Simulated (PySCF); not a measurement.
**C$_{4}$H$_{11}$SSi$_{2}$ (SMILES [SiH3][C@H]1CCSC[SiH]1) (doublet): density, localisation and related maps**

```xyz
18

Si    1.8860    0.8375    0.7310
C     0.9095    0.0470   -0.7092
C     0.3402   -1.3386   -0.3845
C    -0.7494   -1.3224    0.6754
S    -2.3382   -0.6486    0.0946
C    -1.8795    1.1179   -0.0419
Si   -0.4733    1.2128   -1.3149
H     2.6331    1.9667    0.1789
H     1.0010    1.3317    1.7906
H     2.7963   -0.1531    1.3158
H     1.6210   -0.0821   -1.5320
H     1.1477   -1.9863   -0.0250
H    -0.0680   -1.7951   -1.2920
H    -0.9895   -2.3395    0.9885
H    -0.4428   -0.7477    1.5507
H    -2.7833    1.6263   -0.3657
H    -1.6218    1.4716    0.9546
H    -0.9979    0.8084   -2.6265
```

Geometry: GFN2-xTB.

These are results of UKS B3LYP, pcH-1 on C H S Si, non-relativistic, mean-field spin-orbit, GIAO (PySCF 2.14.0, density-fitted response routines), not measurements.

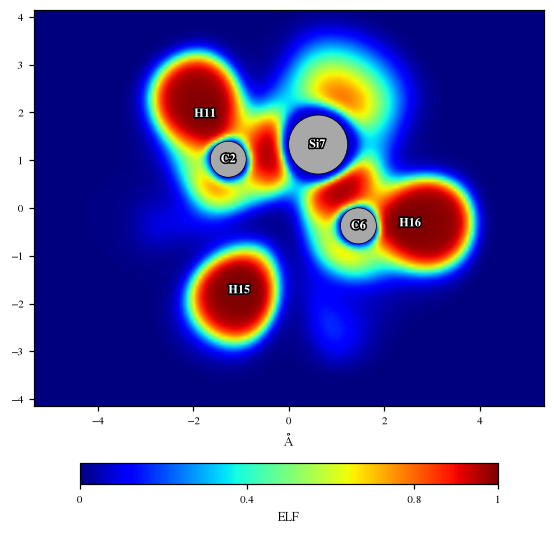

Figure 1. ELF on the plane of atoms C2, Si7 and C6. Grey discs cover the atomic cores.

### What does the map show?

Atoms in the plane: C, Si and H. C–Si (1.90 Å): the ELF peaks at about 0.95 between the atoms (localised, covalent bonding). C–H (1.09 Å): the ELF climbs to about 1 towards the hydrogen, as it does in any bond to H (a covalent bond by its length).

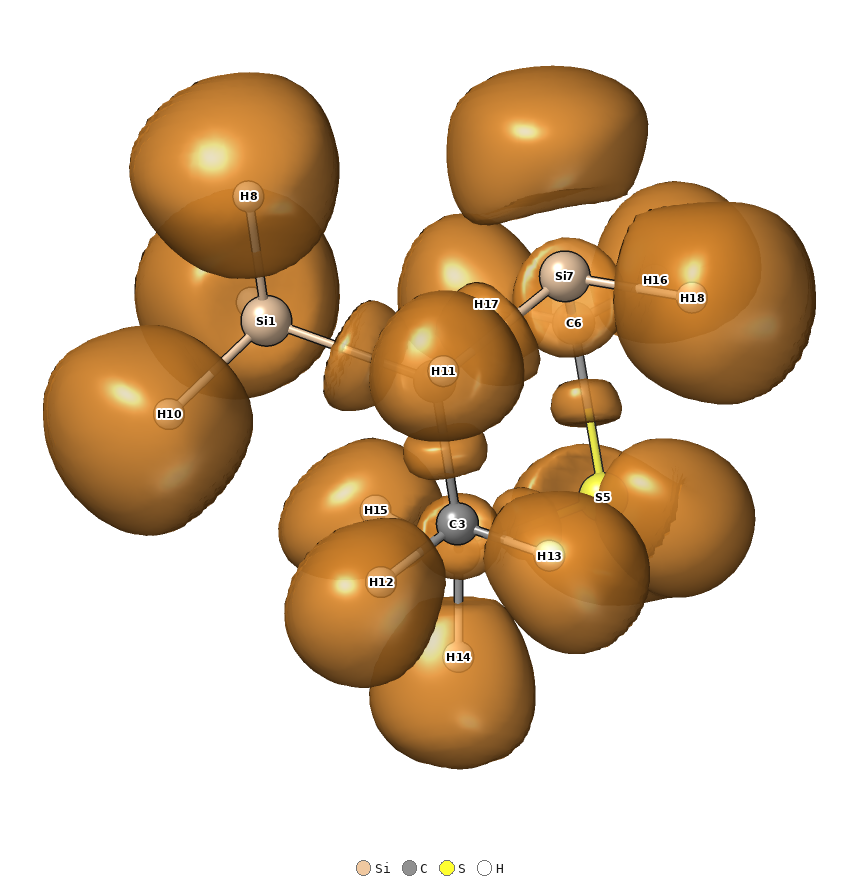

Figure 2. Isosurface of the electron localisation function at 0.8 (orange), seen at a tilt. Only the valence region is drawn (cores and ρ < 0.01 e/Å³ removed).

### Where are the electrons localised?

At this value the surface marks out two regions between bonded C–C atoms (shared pairs), two regions between bonded C–S atoms (shared pairs), three regions between bonded C–Si atoms (shared pairs), eleven regions around hydrogen nuclei, one lobe on S, pointing away from the bonds (non-bonding electrons, which may merge into one lobe) and one lobe on Si, pointing away from the bonds (non-bonding electrons).


C–C (1.52 Å): the ELF peaks at about 0.95 between the atoms (a covalent bond). C–S (1.82 Å): the ELF peaks at about 0.90 between the atoms (a covalent bond).

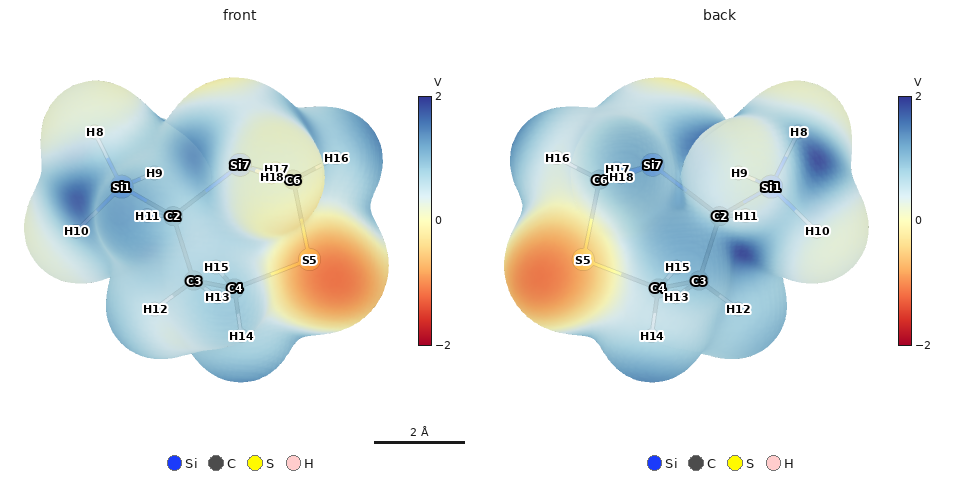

Figure 3. The molecular electrostatic potential painted on the density surface at 0.004 e/bohr³, seen from the front and from behind; red is negative and blue positive.

### Which sites attract a positive test charge, and which a negative one?

A positive charge is drawn to the negative regions and a negative charge to the positive ones. The most negative region (about −1.1 V) lies over S5, the most positive (about +1.8 V) over Si1.
